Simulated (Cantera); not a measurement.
A closed system holds: 1 mol SiF₄, 4.7 mol N₂O, 32 mol H₂, 1.3 mol O₂, at 75.0 Torr.

Equilibrium computed with Cantera from the NASA thermochemical tables; the gas is ideal and each condensed phase is pure. Candidate condensed phases: H₂O, Si, SiO₂, Si₂N₂O, Si₃N₄; 58 gas species. The tables hold silica as quartz up to 1696 K and as liquid above; real silica turns to tridymite and cristobalite and melts near 1996 K. Gases not in the tables: Si(OH)₄. Equilibrium is a limit: real reactors are often held back by kinetics, nucleation or transport.

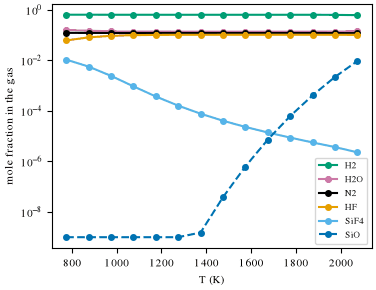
Figure: Equilibrium gas composition (values under 1e-9 drawn at 1e-9)

At 775 K the condensed part is SiO₂(α-quartz). From 875 K to 1675 K the condensed part is SiO₂(β-quartz). From 1775 K to 1975 K the condensed part is SiO₂(condensed). At 2075 K the condensed part is SiO₂(l).
